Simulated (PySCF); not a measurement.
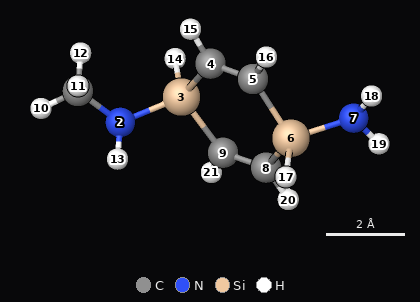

The input geometry (ball-and-stick view, seen at a tilt; atoms are numbered from 1 in the order of the input).

# C₅H₁₂N₂Si₂: NMR shielding calculation

System: C₅H₁₂N₂Si₂, SMILES CN[Si@H]1C=C[Si@H](N)C=C1.
Method: GIAO PBE0/pcSseg-1 NMR shielding, non-relativistic, gas phase (PySCF 2.14.0).

The geometry comes from this level: GFN2-xTB. Figures and captions count atoms from 1; the log counts them from 0 in places.

### The program's output
```
coarse grid: 18248 points
cycle   1  E = -885.4468720212  dE =  9.974e-01  |g| = 6.408e-01  |ddm| = 4.258e+00
cycle   2  E = -885.4021321694  dE =  4.474e-02  |g| = 7.873e-01  |ddm| = 1.341e+00
cycle   3  E = -885.5426857099  dE = -1.406e-01  |g| = 7.218e-02  |ddm| = 8.257e-01
cycle   4  E = -885.5435865235  dE = -9.008e-04  |g| = 3.468e-02  |ddm| = 9.868e-02
cycle   5  E = -885.5438769958  dE = -2.905e-04  |g| = 5.562e-03  |ddm| = 3.903e-02
cycle   6  E = -885.5438841959  dE = -7.200e-06  |g| = 2.117e-03  |ddm| = 8.740e-03
final grid: 166344 points
cycle   7  E = -885.5916264475  dE = -2.985e-05  |g| = 1.002e-02  |ddm| = 2.738e-02
cycle   8  E = -885.5916113626  dE =  1.508e-05  |g| = 1.298e-02  |ddm| = 2.043e-02
cycle   9  E = -885.5916500856  dE = -3.872e-05  |g| = 1.335e-03  |ddm| = 1.157e-02
cycle  10  E = -885.5916505057  dE = -4.201e-07  |g| = 3.582e-04  |ddm| = 1.363e-03
cycle  11  E = -885.5916505357  dE = -2.996e-08  |g| = 1.101e-04  |ddm| = 3.636e-04
cycle  12  E = -885.5916505382  dE = -2.555e-09  |g| = 3.324e-05  |ddm| = 1.127e-04
cycle  13  E = -885.5916505385  dE = -2.658e-10  |g| = 5.775e-06  |ddm| = 4.383e-05
```

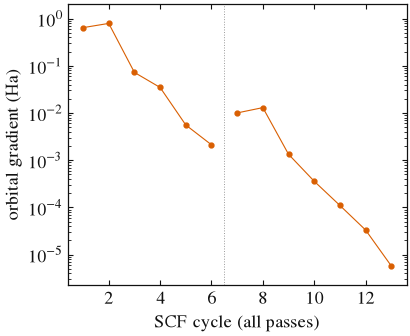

Convergence of the self-consistent field: orbital gradient against the SCF cycle. The dotted line marks the change from a coarse to the final integration grid. The first 6 cycles use a coarse grid, the final grid takes over at cycle 7, and the field converges after 13 cycles in all.

```
converged SCF energy = -885.5916505385

GIAO shielding tensors (ppm)
atom      isotropic    diamagn.    paramagn.     s11        s22        s33       span
  0 C      155.117     241.159     -86.042    131.318    147.782    186.251     54.933
  1 N      244.400     326.663     -82.263    214.418    247.915    270.865     56.447
  2 Si     395.153     883.680    -488.527    363.118    389.632    432.709     69.591
  3 C       31.128     264.617    -233.489    -90.688      6.263    177.811    268.499
  4 C       33.346     262.058    -228.712    -86.090     12.356    173.774    259.864
  5 Si     399.720     881.566    -481.846    380.593    385.526    433.040     52.447
  6 N      254.685     313.354     -58.669    222.134    260.350    281.571     59.437
  7 C       28.471     262.086    -233.615    -92.622      5.693    172.341    264.963
  8 C       34.377     261.994    -227.617    -82.751      9.745    176.135    258.886
  9 H       28.760      25.779       2.981     23.378     26.607     36.296     12.918
 10 H       28.745      28.668       0.077     23.167     27.361     35.707     12.540
 11 H       29.051      28.152       0.899     25.524     26.952     34.677      9.153
 12 H       31.804      35.586      -3.781     22.701     31.527     41.184     18.483
 13 H       26.705      31.098      -4.393     23.272     25.437     31.406      8.134
 14 H       24.231      33.077      -8.846     21.506     23.674     27.512      6.006
 15 H       24.479      31.613      -7.134     22.256     23.914     27.267      5.011
 16 H       26.450      30.013      -3.563     22.709     25.286     31.354      8.645
 17 H       31.537      28.942       2.595     23.990     27.779     42.842     18.852
 18 H       31.555      28.508       3.047     24.012     27.688     42.965     18.953
 19 H       24.302      30.629      -6.327     22.008     23.837     27.060      5.052
 20 H       24.450      31.665      -7.215     22.409     23.940     27.002      4.593
```

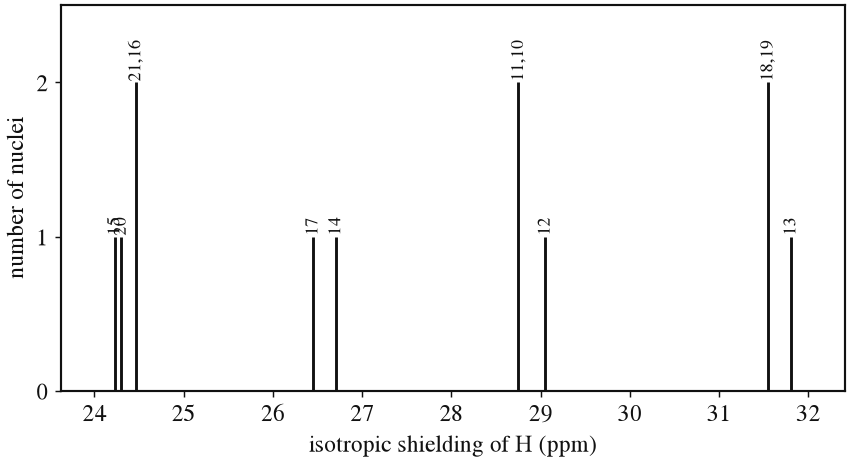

Isotropic shieldings of the hydrogen nuclei in this fixed geometry, labelled by atom number; shielding grows to the right, so chemical shift grows to the left. The least shielded is H15 (24.2 ppm), the most shielded H13 (31.8 ppm).

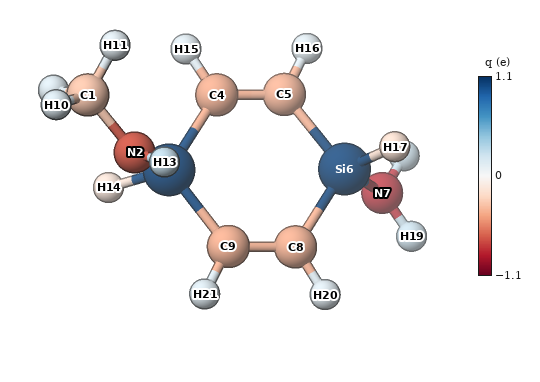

IAO charges, as the colour of each atom (ball-and-stick view, seen at a tilt; atoms are numbered from 1 in the order of the input). By element: C −0.43 to −0.30, N −0.84 to −0.68, Si +1.01 to +1.03 and H −0.17 to +0.26 e.

The run was set up as follows.

### Input file
```
{"job": {"kind": "nmr", "xc": "PBE0", "basis": "pcSseg-1"}, "charge": 0, "multiplicity": 1}
C     -3.508637     0.138480     0.447797
N     -2.328780    -0.684070     0.560928
Si    -0.971774    -0.494849    -0.494237
C     -0.245646     1.246971    -0.546915
C      0.982000     1.572981    -0.151259
Si     2.205780     0.340300     0.562847
N      3.624205     0.409280    -0.424948
C      1.550723    -1.416532     0.455290
C      0.313864    -1.732867     0.086832
H     -4.368556    -0.372699     0.885453
H     -3.398011     1.112200     0.939536
H     -3.708840     0.312514    -0.607037
H     -2.151318    -0.948470     1.518429
H     -1.480363    -0.830204    -1.838525
H     -0.895957     2.029092    -0.933567
H      1.301737     2.609063    -0.220901
H      2.431349     0.676032     1.992382
H      4.033667     1.308849    -0.618808
H      4.352596    -0.269063    -0.271299
H      2.233317    -2.212359     0.742049
H      0.019725    -2.777705     0.070186
```

The first line tells a small driver script what to run in PySCF; the rest is the geometry in Å.

Run as:
```bash
OMP_NUM_THREADS=1 python <driver script> task.json out
```

### Results in brief

| quantity | value |
| --- | --- |
| outcome | converged |
| total energy | −885.591651 hartree |
| HOMO | −6.46 eV |
| LUMO | −0.76 eV |
| dipole moment | 1.47 D |
| isotropic shielding, C | 28.5 to 155.1 ppm |
| isotropic shielding, N | 244.4 to 254.7 ppm |
| isotropic shielding, Si | 395.2 to 399.7 ppm |
| isotropic shielding, H | 24.2 to 31.8 ppm |
| hardware | 1 CPU thread, shared host |
| wall time | 2.2 min |
| peak memory | 1.1 GiB |
